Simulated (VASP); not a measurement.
Band structure of BeTe (relaxed from the NiAs type structure, space group P6_3/mmc). Computed with PBEsol GGA, VASP's PBE PAW potentials (set 64) (plane waves; VASP).

Unless said otherwise, spin-orbit coupling is left out, though it shifts the bands of the heavy elements here.

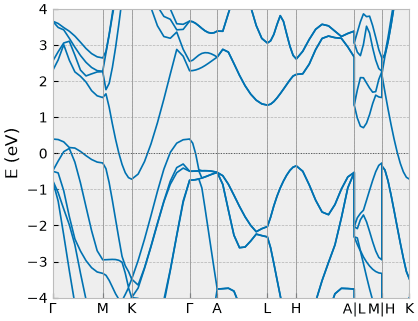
Bands along high-symmetry lines, zero at the valence-band maximum or, without a gap, the Fermi level

Problem. Read the plot: is there a gap, and where are the band edges?

Solution. It has no gap at this level: it comes out as a metal or semimetal. (Edges off the drawn lines would not show.)

The structure was generated: BeTe was put into the NiAs type type (P6_3/mmc), which need not be its known phase. It was relaxed first, which changed the volume by +20 %.
